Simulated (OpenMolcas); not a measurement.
**C2H5Al: excited-state calculation (part 4 of 4)**

Continued. System: C2H5Al (AlH2(vinyl)), multiplicity 3, SMILES [H][Al]([H])[CH]=C. Method: CASPT2/ANO-XS-VDZ, DKH2 (OpenMolcas 26.06). The geometry is that of the parent species in another charge or spin state. The geometry comes from this level: GFN2-xTB.

Geometry of the input (Å):
```
Al 0.7579  1.2432  -0.4127
H  2.3056  1.3308  -0.3727
H  0.0675  2.6319  -0.4261
C  -0.2363  -0.4704  -0.4325
C  -0.6832  -1.0723  0.6781
H  -0.4647  -1.0057  -1.3622
H  -0.5225  -0.6464  1.6595
H  -1.2243  -2.0112  0.6686
```

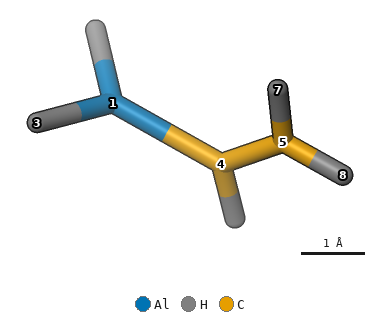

Fig. 1: The structure as given in the input (stick view, seen at a tilt; atoms are numbered from 1 in the order of the input). Sticks mark near contacts.

Log, continued
```
-----------------------------------------------------------------------------------------------------------------------------
   1    -0.003867   -0.001835   -0.027357   -0.023872   -0.005108   -0.019874   -0.025947   -0.042132   -0.149991    0.009081
   2    -0.003943   -0.001871   -0.027708   -0.024144   -0.005157   -0.020036   -0.026111   -0.042327   -0.151298    0.001170
   3    -0.003946   -0.001871   -0.027717   -0.024154   -0.005157   -0.020040   -0.026110   -0.042320   -0.151315    0.000216
   4    -0.003946   -0.001871   -0.027713   -0.024151   -0.005156   -0.020037   -0.026105   -0.042315   -0.151294    0.000035
   5    -0.003946   -0.001871   -0.027713   -0.024151   -0.005156   -0.020037   -0.026106   -0.042315   -0.151294    0.000007
   6    -0.003946   -0.001871   -0.027713   -0.024151   -0.005156   -0.020037   -0.026106   -0.042315   -0.151295    0.000001
-----------------------------------------------------------------------------------------------------------------------------

  FINAL CASPT2 RESULT:

      Reference energy:        -320.8074496053
      E2 (Non-variational):      -0.1512947648
      Shift correction:          -0.0018765082
      E2 (Variational):          -0.1531712729
      Total energy:            -320.9606208782
      Residual norm:              0.0000002281
      Reference weight:           0.93273

      Contributions to the CASPT2 correlation energy
      Active & Virtual Only:         -0.0477501582
      One Inactive Excited:          -0.0542024067
      Two Inactive Excited:          -0.0493421999

++ Denominators, etc.
--------------------------------------------------------------------------------------------------------------
 Report on small energy denominators, large coefficients, and large energy contributions.
CASE  SYMM ACTIVE-MIX  NON-ACTIVE INDICES          DENOMINATOR     RHS VALUE       COEFFICIENT     CONTRIBUTION
VJTU     1  Mu1.0001  In1.010                       0.21259388     -0.00597696      0.01520888     -0.00009090
ATVX     1  Mu1.0001  Se1.021                       0.13111064     -0.00292806      0.00669565     -0.00001961
ATVX     1  Mu1.0003  Se1.021                       0.42678427     -0.02219272      0.04083018     -0.00090613
ATVX     1  Mu1.0021  Se1.021                       0.84592648     -0.02657515      0.02914666     -0.00077458
ATVX     1  Mu1.0001  Se1.022                       0.16272350      0.00354775     -0.00866081     -0.00003073
ATVX     1  Mu1.0001  Se1.023                       0.20707287     -0.00199599      0.00524497     -0.00001047
ATVX     1  Mu1.0001  Se1.024                       0.25291081     -0.00093083      0.00217586     -0.00000203
ATVX     1  Mu1.0001  Se1.025                       0.28756829     -0.00324672      0.00742708     -0.00002411
--

   (Skipping property calculation,
    use PROP keyword to activate)
--

  Total CASPT2 energies:
::    CASPT2 Root  1     Total energy:   -320.98197471
::    CASPT2 Root  2     Total energy:   -320.96845318
::    CASPT2 Root  3     Total energy:   -320.96062088

++ Multi-State CASPT2 section:
********************************************************************************
  MULTI-STATE CASPT2 SECTION
--------------------------------------------------------------------------------

  Output diagonal energies have been shifted. Add    320.00000000000000

  Effective Hamiltonian matrix (Symmetric):

                1               2               3
   1      -640.98197471
   2        -0.00056929   -640.96845318
   3        -0.00020811     -0.00008055   -640.96062088

       Total MS-CASPT2 energies:
::    MS-CASPT2 Root  1     Total energy:   -320.98200073
::    MS-CASPT2 Root  2     Total energy:   -320.96842992
::    MS-CASPT2 Root  3     Total energy:   -320.96061813

       Eigenvectors:
            0.99906699     -0.04213231     -0.00948799
            0.04204136      0.99906985     -0.00958983
            0.00988320      0.00918199      0.99990900

--

  THE ORIGINAL CI ARRAYS ARE NOW MIXED AS LINEAR
  COMBINATIONS, GIVEN BY THE EIGENVECTORS.
  A NEW JOBIPH FILE NAMED 'JOBMIX' IS PREPARED.
********************************************************************************

++ Mixed CI coefficients:
  The CI coefficients for the MIXED state nr.   1
--------------------------------------------------------------------------------
 CI COEFFICIENTS LARGER THAN  5.00E-02
  Occupation of active orbitals, and spin coupling
  of open shells. (u,d: Spin up or down).
  SGUGA info is (Midvert:IsyUp:UpperWalk/LowerWalk)
        Conf  SGUGA info        Occupation     Coefficient         Weight
           1  ( 1:1:   1/   1)   2222uu0000      -0.466605       0.217720
          11  ( 1:1:   1/   3)   22u22u0000      -0.848240       0.719511
          13  ( 1:1:   3/   3)   22u2200u00       0.156691       0.024552
         477  ( 4:1:   2/   2)   22u20u2000      -0.057321       0.003286
        2147  ( 4:1:  22/  35)   20u22u0020       0.050611       0.002561

  The CI coefficients for the MIXED state nr.   2
--------------------------------------------------------------------------------
 CI COEFFICIENTS LARGER THAN  5.00E-02
  Occupation of active orbitals, and spin coupling
  of open shells. (u,d: Spin up or down).
  SGUGA info is (Midvert:IsyUp:UpperWalk/LowerWalk)
        Conf  SGUGA info        Occupation     Coefficient         Weight
           3  ( 1:1:   3/   1)   2222u00u00      -0.518239       0.268572
          11  ( 1:1:   1/   3)   22u22u0000       0.136970       0.018761
          13  ( 1:1:   3/   3)   22u2200u00       0.771396       0.595052
          38  ( 2:1:   3/   2)   222ud0uu00      -0.120531       0.014528
          47  ( 2:1:   2/   3)   22u2du0u00      -0.053694       0.002883
          54  ( 2:1:   9/   3)   22u2d00u0u      -0.060836       0.003701
          68  ( 2:1:   3/   5)   u222d0uu00       0.057799       0.003341
          88  ( 2:1:   3/   7)   22ud20uu00       0.065023       0.004228
         114  ( 2:1:   9/   9)   u22d200u0u      -0.054809       0.003004
         117  ( 2:1:   2/  10)   22022u0u00      -0.057334       0.003287
         138  ( 2:1:   3/  12)   u2d220uu00      -0.055602       0.003092
         383  ( 3:1:   8/   9)   u2u220ud00       0.066710       0.004450
         478  ( 4:1:   3/   2)   22u2020u00      -0.093698       0.008779
         828  ( 4:1:   3/   9)   2202u20u00      -0.138972       0.019313

  The CI coefficients for the MIXED state nr.   3
--------------------------------------------------------------------------------
 CI COEFFICIENTS LARGER THAN  5.00E-02
  Occupation of active orbitals, and spin coupling
  of open shells. (u,d: Spin up or down).
  SGUGA info is (Midvert:IsyUp:UpperWalk/LowerWalk)
        Conf  SGUGA info        Occupation     Coefficient         Weight
           8  ( 1:1:   3/   2)   222u200u00       0.936804       0.877602
          28  ( 2:1:   3/   1)   222200uu00       0.060009       0.003601
          48  ( 2:1:   3/   3)   22u2d0uu00      -0.075820       0.005749
          78  ( 2:1:   3/   6)   222020uu00      -0.065283       0.004262
          87  ( 2:1:   2/   7)   22ud2u0u00       0.083556       0.006982
         333  ( 3:1:   8/   7)   u22u20ud00       0.078609       0.006179
         431  ( 4:1:   6/   1)   222u002u00      -0.052111       0.002716
         678  ( 4:1:   3/   6)   22udu20u00      -0.050205       0.002521
        1128  ( 4:1:   3/  15)   22uud20u00       0.093351       0.008714
        1578  ( 4:1:   3/  24)   220u220u00       0.141182       0.019932
        1749  ( 4:1:  24/  27)   202u200u20      -0.051336       0.002635

--

--- Stop Module: caspt2 /rc=_RC_ALL_IS_WELL_ ---
--- Module caspt2 spent 53 seconds ---

.##################.
.# Happy landing! #.
.##################.

    Timing: Wall=67.67 User=65.68 System=1.97
```

Key numbers

- outcome: converged
- total energy: −320.982001 hartree
- CASSCF energy: −320.830421 hartree
- basis functions: 41
- hardware: 1 thread of Arm Neoverse V2, 24 GiB of memory available, shared host
- wall time: 68 s
- peak memory: 0.38 GiB
